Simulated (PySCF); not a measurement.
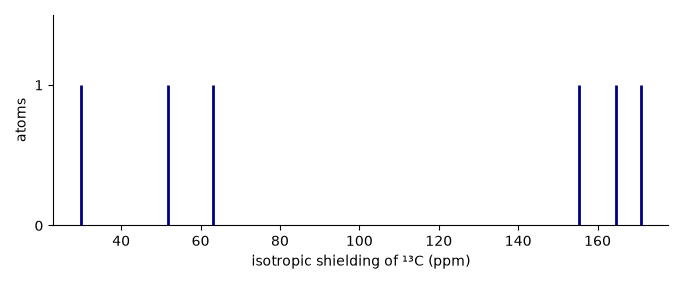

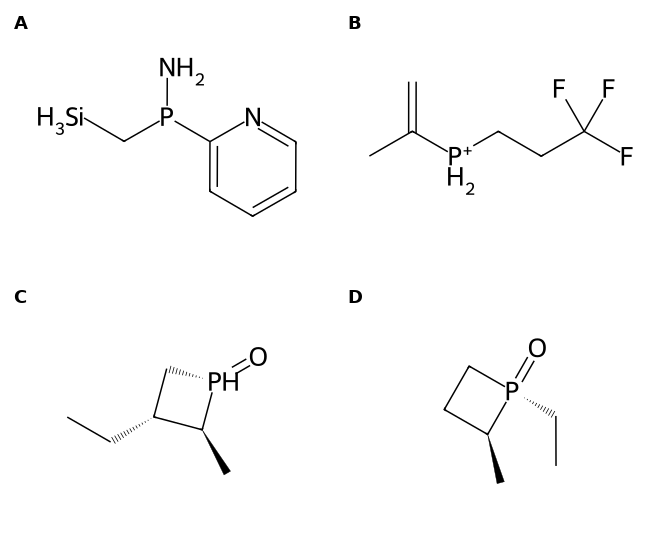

The sticks are computed shieldings of one of the molecules, for one fixed geometry (GFN2-xTB) without averaging over rotations. Low shielding means a high chemical shift. Method: GIAO PBE0/pcSseg-1 NMR shielding, non-relativistic, gas phase (PySCF 2.14.0).

### Which molecule gives this pattern?

B, `C=C(C)[PH2+]CCC(F)(F)F`. Its 6 C atoms give lines at 29.9, 51.8, 63.1, 155.4, 164.6, 170.8 ppm.

The geometry is semi-empirical. Around P, Si such bond lengths and angles can be off by a tenth of an ångström or more and by several degrees, and values that hang on the shape move with them.
